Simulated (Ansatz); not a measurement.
# C₂H₆O₂Sn: geometry relaxation (part 2 of 2)

The same run, continued: C₂H₆O₂Sn; RKS PBE0-D4/def2-TZVP (Ansatz 0.2.0). The geometry: PBE-D4/def2-SVP start.

Geometry of the input (Å):
```
C  0.0916  -1.6752  1.2418
C  -0.1650  -0.5277  0.2940
O  -1.1821  -0.4370  -0.4112
O  0.7836  0.3852  0.2396
Sn 0.0409  1.7504  -1.2137
H  0.5268  -1.3039  2.1894
H  0.8369  -2.3581  0.7828
H  -0.8419  -2.2355  1.4280
H  -1.3920  2.5255  -0.6626
H  1.4033  2.8157  -1.1062
H  -0.0368  1.0037  -2.7612
```

Trajectory as extended XYZ, continued:
```
11
Properties=species:S:1:pos:R:3:forces:R:3 step=7 energy=-12093.81757
C     0.0931   -1.6545    1.2262   -0.0050  -0.0097  -0.0007
C    -0.1910   -0.5332    0.2768   -0.0340  -0.0206  -0.0027
O    -1.2133   -0.4509   -0.3882    0.0113   0.0102   0.0022
O     0.7453    0.3741    0.1839    0.0178   0.0219  -0.0042
Sn    0.0616    1.7344   -1.1952   -0.0053  -0.0089   0.0007
H     0.4477   -1.2593    2.1783   -0.0002   0.0012   0.0054
H     0.8931   -2.2726    0.8122    0.0040   0.0021   0.0012
H    -0.7977   -2.2613    1.3685    0.0066   0.0012  -0.0013
H    -1.3327    2.5031   -0.6116    0.0015   0.0005   0.0010
H     1.4206    2.7681   -1.1139    0.0040   0.0013   0.0001
H    -0.0614    0.9952   -2.7164   -0.0007   0.0007  -0.0018
11
Properties=species:S:1:pos:R:3:forces:R:3 step=8 energy=-12093.81775
C     0.0933   -1.6548    1.2258    0.0045  -0.0197   0.0152
C    -0.1942   -0.5349    0.2758   -0.0334  -0.0432  -0.0100
O    -1.2190   -0.4524   -0.3851    0.0223   0.0225   0.0077
O     0.7440    0.3702    0.1790    0.0158   0.0292  -0.0085
Sn    0.0630    1.7346   -1.1961   -0.0082  -0.0065   0.0008
H     0.4237   -1.2542    2.1855   -0.0087  -0.0135  -0.0161
H     0.9131   -2.2573    0.8256   -0.0192   0.0184   0.0119
H    -0.7898   -2.2773    1.3520    0.0227   0.0112  -0.0008
H    -1.3228    2.5100   -0.6016   -0.0012   0.0002   0.0002
H     1.4285    2.7597   -1.1224    0.0064   0.0038   0.0005
H    -0.0746    0.9994   -2.7179   -0.0011  -0.0024  -0.0009
11
Properties=species:S:1:pos:R:3:forces:R:3 step=9 energy=-12093.81786
C     0.0933   -1.6552    1.2248    0.0151  -0.0214   0.0204
C    -0.1950   -0.5353    0.2747   -0.0166  -0.0404  -0.0029
O    -1.2208   -0.4510   -0.3840    0.0158   0.0223   0.0082
O     0.7446    0.3688    0.1767    0.0063   0.0207  -0.0059
Sn    0.0635    1.7351   -1.1958   -0.0069  -0.0094  -0.0044
H     0.4054   -1.2520    2.1902   -0.0137  -0.0208  -0.0300
H     0.9269   -2.2462    0.8352   -0.0319   0.0258   0.0170
H    -0.7840   -2.2884    1.3384    0.0277   0.0163  -0.0009
H    -1.3167    2.5159   -0.5953   -0.0004   0.0005   0.0013
H     1.4344    2.7537   -1.1289    0.0023   0.0034  -0.0011
H    -0.0863    0.9976   -2.7153    0.0023   0.0031  -0.0017
11
Properties=species:S:1:pos:R:3:forces:R:3 step=10 energy=-12093.81798
C     0.0931   -1.6566    1.2245    0.0273  -0.0187   0.0234
C    -0.1961   -0.5361    0.2751    0.0200  -0.0154   0.0100
O    -1.2240   -0.4475   -0.3791   -0.0010   0.0140  -0.0030
O     0.7458    0.3664    0.1744   -0.0092  -0.0063  -0.0061
Sn    0.0634    1.7336   -1.1962   -0.0026   0.0079  -0.0084
H     0.3850   -1.2516    2.1962   -0.0180  -0.0265  -0.0432
H     0.9415   -2.2345    0.8467   -0.0434   0.0322   0.0202
H    -0.7773   -2.3018    1.3239    0.0290   0.0209  -0.0010
H    -1.3094    2.5219   -0.5879   -0.0008  -0.0044  -0.0010
H     1.4380    2.7485   -1.1393    0.0012  -0.0008   0.0040
H    -0.0947    1.0008   -2.7175   -0.0025  -0.0029   0.0050
11
Properties=species:S:1:pos:R:3:forces:R:3 step=11 energy=-12093.81809
C     0.0930   -1.6562    1.2233    0.0278  -0.0154   0.0181
C    -0.1954   -0.5344    0.2751    0.0354   0.0046   0.0125
O    -1.2250   -0.4410   -0.3758   -0.0109  -0.0004  -0.0038
O     0.7489    0.3657    0.1718   -0.0146  -0.0240  -0.0025
Sn    0.0642    1.7332   -1.1977   -0.0058   0.0034   0.0050
H     0.3705   -1.2521    2.1996   -0.0167  -0.0225  -0.0420
H     0.9505   -2.2252    0.8535   -0.0403   0.0288   0.0189
H    -0.7729   -2.3087    1.3119    0.0236   0.0204  -0.0009
H    -1.3066    2.5204   -0.5830    0.0046   0.0034  -0.0048
H     1.4425    2.7441   -1.1416   -0.0083  -0.0030  -0.0046
H    -0.1043    0.9973   -2.7165    0.0053   0.0046   0.0042
11
Properties=species:S:1:pos:R:3:forces:R:3 step=12 energy=-12093.81824
C     0.0931   -1.6570    1.2229    0.0183  -0.0131   0.0045
C    -0.1937   -0.5343    0.2756    0.0258   0.0131   0.0045
O    -1.2249   -0.4367   -0.3727   -0.0129  -0.0050   0.0048
O     0.7526    0.3630    0.1695   -0.0126  -0.0136   0.0056
Sn    0.0628    1.7329   -1.1963    0.0030  -0.0018  -0.0060
H     0.3570   -1.2547    2.2031   -0.0108  -0.0106  -0.0282
H     0.9582   -2.2180    0.8605   -0.0240   0.0162   0.0141
H    -0.7688   -2.3157    1.3011    0.0137   0.0148  -0.0008
H    -1.3038    2.5274   -0.5816    0.0038  -0.0026   0.0011
H     1.4433    2.7412   -1.1480   -0.0071  -0.0033  -0.0001
H    -0.1103    0.9950   -2.7135    0.0029   0.0058   0.0003
11
Properties=species:S:1:pos:R:3:forces:R:3 step=13 energy=-12093.81828
C     0.0934   -1.6574    1.2226    0.0073  -0.0185  -0.0200
C    -0.1916   -0.5347    0.2753   -0.0260   0.0427   0.0354
O    -1.2271   -0.4309   -0.3659    0.0094  -0.0200  -0.0073
O     0.7557    0.3603    0.1668    0.0096  -0.0129  -0.0138
Sn    0.0619    1.7309   -1.1974    0.0016   0.0032   0.0051
H     0.3455   -1.2561    2.2054   -0.0028   0.0058  -0.0068
H     0.9643   -2.2122    0.8672   -0.0011  -0.0019   0.0085
H    -0.7655   -2.3202    1.2924    0.0028   0.0050  -0.0007
H    -1.3009    2.5280   -0.5783   -0.0005  -0.0021  -0.0002
H     1.4424    2.7387   -1.1516    0.0014   0.0000   0.0006
H    -0.1129    0.9966   -2.7158   -0.0017  -0.0012  -0.0008
11
Properties=species:S:1:pos:R:3:forces:R:3 step=14 energy=-12093.81818 accepted=F
C     0.0935   -1.6577    1.2223   -0.0212   0.0001   0.0030
C    -0.1924   -0.5307    0.2810   -0.0028  -0.0163  -0.0733
O    -1.2299   -0.4229   -0.3573    0.0097  -0.0031   0.0327
O     0.7613    0.3553    0.1609   -0.0003   0.0140   0.0142
Sn    0.0614    1.7278   -1.1997    0.0022   0.0080   0.0135
H     0.3241   -1.2605    2.2118    0.0037   0.0078   0.0110
H     0.9768   -2.1978    0.8772    0.0097  -0.0056   0.0001
H    -0.7584   -2.3308    1.2750    0.0000   0.0021   0.0015
H    -1.2949    2.5285   -0.5716   -0.0037  -0.0012  -0.0027
H     1.4435    2.7332   -1.1592    0.0093   0.0027   0.0005
H    -0.1198    0.9987   -2.7197   -0.0065  -0.0085  -0.0005
11
Properties=species:S:1:pos:R:3:forces:R:3 step=15 energy=-12093.81838
C     0.0933   -1.6575    1.2222    0.0014  -0.0098  -0.0044
C    -0.1920   -0.5333    0.2770   -0.0035   0.0146  -0.0106
O    -1.2278   -0.4283   -0.3636    0.0018  -0.0107   0.0092
O     0.7582    0.3581    0.1638    0.0005  -0.0042   0.0022
Sn    0.0621    1.7303   -1.1979    0.0021   0.0026   0.0030
H     0.3348   -1.2567    2.2082   -0.0022   0.0017  -0.0058
H     0.9709   -2.2055    0.8729   -0.0042   0.0016   0.0065
H    -0.7622   -2.3254    1.2842    0.0044   0.0058   0.0001
H    -1.2982    2.5283   -0.5746    0.0005  -0.0007  -0.0001
H     1.4444    2.7359   -1.1552    0.0002  -0.0002   0.0002
H    -0.1182    0.9972   -2.7163   -0.0010  -0.0008  -0.0003
11
Properties=species:S:1:pos:R:3:forces:R:3 step=16 energy=-12093.81839
C     0.0934   -1.6575    1.2221    0.0000  -0.0079  -0.0032
C    -0.1917   -0.5333    0.2769   -0.0046   0.0105  -0.0151
O    -1.2281   -0.4277   -0.3629    0.0022  -0.0091   0.0104
O     0.7590    0.3572    0.1626    0.0010  -0.0017   0.0034
Sn    0.0622    1.7302   -1.1980    0.0019   0.0019   0.0027
H     0.3313   -1.2564    2.2087   -0.0013   0.0020  -0.0031
H     0.9728   -2.2038    0.8751   -0.0025   0.0007   0.0052
H    -0.7613   -2.3267    1.2819    0.0033   0.0042   0.0002
H    -1.2973    2.5284   -0.5731    0.0003  -0.0001   0.0000
H     1.4449    2.7351   -1.1561    0.0004   0.0001  -0.0002
H    -0.1200    0.9975   -2.7164   -0.0007  -0.0005  -0.0004
11
Properties=species:S:1:pos:R:3:forces:R:3 step=17 energy=-12093.81842
C     0.0934   -1.6575    1.2217   -0.0006  -0.0018   0.0018
C    -0.1908   -0.5340    0.2756   -0.0098  -0.0019  -0.0207
O    -1.2286   -0.4271   -0.3615    0.0030  -0.0026   0.0097
O     0.7614    0.3543    0.1584    0.0036   0.0058   0.0041
Sn    0.0624    1.7300   -1.1981    0.0018  -0.0007  -0.0001
H     0.3203   -1.2544    2.2100    0.0008   0.0014   0.0040
H     0.9789   -2.1989    0.8832    0.0011  -0.0011   0.0009
H    -0.7584   -2.3305    1.2751   -0.0003  -0.0014   0.0004
H    -1.2941    2.5288   -0.5679   -0.0004   0.0011   0.0007
H     1.4467    2.7328   -1.1589    0.0006   0.0006  -0.0007
H    -0.1259    0.9994   -2.7169    0.0002   0.0006   0.0001
11
Properties=species:S:1:pos:R:3:forces:R:3 step=18 energy=-12093.81844
C     0.0935   -1.6576    1.2215    0.0016   0.0010   0.0051
C    -0.1903   -0.5348    0.2745   -0.0120  -0.0066  -0.0175
O    -1.2289   -0.4276   -0.3611    0.0029   0.0013   0.0062
O     0.7624    0.3528    0.1562    0.0048   0.0083   0.0024
Sn    0.0626    1.7301   -1.1982    0.0020  -0.0012  -0.0017
H     0.3140   -1.2528    2.2107    0.0011  -0.0002   0.0050
H     0.9824   -2.1964    0.8882    0.0010  -0.0007  -0.0008
H    -0.7567   -2.3327    1.2717   -0.0015  -0.0039   0.0004
H    -1.2921    2.5294   -0.5647   -0.0007   0.0009   0.0008
H     1.4478    2.7317   -1.1608    0.0006   0.0004  -0.0005
H    -0.1293    1.0010   -2.7173    0.0002   0.0009   0.0008
11
Properties=species:S:1:pos:R:3:forces:R:3 step=19 energy=-12093.81845
C     0.0936   -1.6577    1.2215    0.0040   0.0014   0.0073
C    -0.1901   -0.5354    0.2737   -0.0140  -0.0067  -0.0113
O    -1.2295   -0.4277   -0.3605    0.0038   0.0025   0.0023
O     0.7628    0.3517    0.1546    0.0054   0.0076  -0.0008
Sn    0.0628    1.7301   -1.1984    0.0017  -0.0004  -0.0004
H     0.3085   -1.2518    2.2115    0.0005  -0.0019   0.0028
H     0.9856   -2.1938    0.8923   -0.0005   0.0004  -0.0012
H    -0.7550   -2.3352    1.2685   -0.0008  -0.0040   0.0003
H    -1.2901    2.5301   -0.5618   -0.0005   0.0007   0.0000
H     1.4489    2.7305   -1.1627    0.0004   0.0001  -0.0003
H    -0.1321    1.0024   -2.7178   -0.0001   0.0002   0.0013
11
Properties=species:S:1:pos:R:3:forces:R:3 step=20 energy=-12093.81845
C     0.0936   -1.6579    1.2214    0.0063  -0.0005   0.0077
C    -0.1902   -0.5360    0.2731   -0.0138  -0.0033  -0.0038
O    -1.2301   -0.4279   -0.3601    0.0041   0.0019   0.0003
O     0.7629    0.3511    0.1536    0.0044   0.0055  -0.0024
Sn    0.0629    1.7304   -1.1984    0.0016  -0.0009  -0.0005
H     0.3038   -1.2514    2.2124   -0.0009  -0.0034  -0.0023
H     0.9886   -2.1913    0.8955   -0.0033   0.0021  -0.0002
H    -0.7532   -2.3378    1.2655    0.0015  -0.0014   0.0002
H    -1.2885    2.5316   -0.5601    0.0004   0.0001   0.0001
H     1.4502    2.7294   -1.1647   -0.0006  -0.0004   0.0002
H    -0.1348    1.0029   -2.7175    0.0002   0.0004   0.0007
11
Properties=species:S:1:pos:R:3:forces:R:3 step=21 energy=-12093.81846
C     0.0937   -1.6580    1.2214    0.0065  -0.0007   0.0093
C    -0.1908   -0.5362    0.2730   -0.0072  -0.0049  -0.0030
O    -1.2311   -0.4280   -0.3594    0.0024   0.0028   0.0001
O     0.7627    0.3505    0.1527    0.0016   0.0035  -0.0021
Sn    0.0632    1.7305   -1.1988    0.0017   0.0007   0.0016
H     0.2991   -1.2514    2.2136   -0.0021  -0.0048  -0.0068
H     0.9917   -2.1883    0.8984   -0.0058   0.0042   0.0004
H    -0.7511   -2.3409    1.2625    0.0034   0.0016   0.0003
H    -1.2864    2.5332   -0.5583    0.0002  -0.0011  -0.0008
H     1.4514    2.7282   -1.1666   -0.0005  -0.0009   0.0001
H    -0.1371    1.0036   -2.7177   -0.0003  -0.0003   0.0008
11
Properties=species:S:1:pos:R:3:forces:R:3 step=22 energy=-12093.81846
C     0.0938   -1.6580    1.2214    0.0042  -0.0045   0.0003
C    -0.1915   -0.5360    0.2733   -0.0065   0.0066   0.0093
O    -1.2320   -0.4272   -0.3586    0.0032  -0.0037  -0.0021
O     0.7617    0.3513    0.1535    0.0015  -0.0038  -0.0043
Sn    0.0635    1.7307   -1.1989    0.0000   0.0008   0.0043
H     0.2992   -1.2524    2.2139   -0.0023  -0.0013  -0.0072
H     0.9921   -2.1872    0.8974   -0.0037   0.0024   0.0018
H    -0.7502   -2.3420    1.2620    0.0035   0.0043   0.0000
H    -1.2865    2.5336   -0.5594    0.0009   0.0002  -0.0010
H     1.4522    2.7277   -1.1667   -0.0010  -0.0003  -0.0004
H    -0.1371    1.0026   -2.7172    0.0003  -0.0005  -0.0006
11
Properties=species:S:1:pos:R:3:forces:R:3 step=23 energy=-12093.81847
C     0.0940   -1.6581    1.2214   -0.0001   0.0012  -0.0008
C    -0.1920   -0.5361    0.2734   -0.0032  -0.0008  -0.0011
O    -1.2328   -0.4275   -0.3580    0.0023  -0.0002   0.0014
O     0.7617    0.3505    0.1524    0.0014   0.0009  -0.0001
Sn    0.0637    1.7308   -1.1988   -0.0005  -0.0007   0.0004
H     0.2986   -1.2521    2.2137    0.0001  -0.0003  -0.0002
H     0.9925   -2.1865    0.8977   -0.0001   0.0001   0.0004
H    -0.7497   -2.3422    1.2619   -0.0001  -0.0005   0.0002
H    -1.2862    2.5338   -0.5594    0.0001   0.0001  -0.0001
H     1.4524    2.7277   -1.1665    0.0001   0.0001  -0.0001
H    -0.1369    1.0028   -2.7172    0.0001   0.0001   0.0000
```

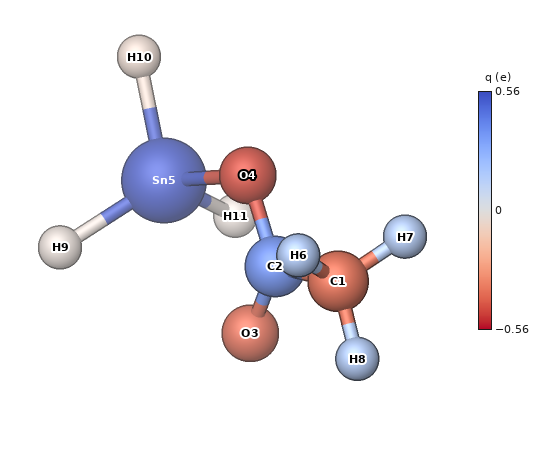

Figure 1. Mulliken charges, as the colour of each atom (ball-and-stick view, seen at a tilt; atoms are numbered from 1 in the order of the input). By element: C −0.37 to +0.38, O −0.46 to −0.39, Sn +0.54 and H −0.06 to +0.15 e.
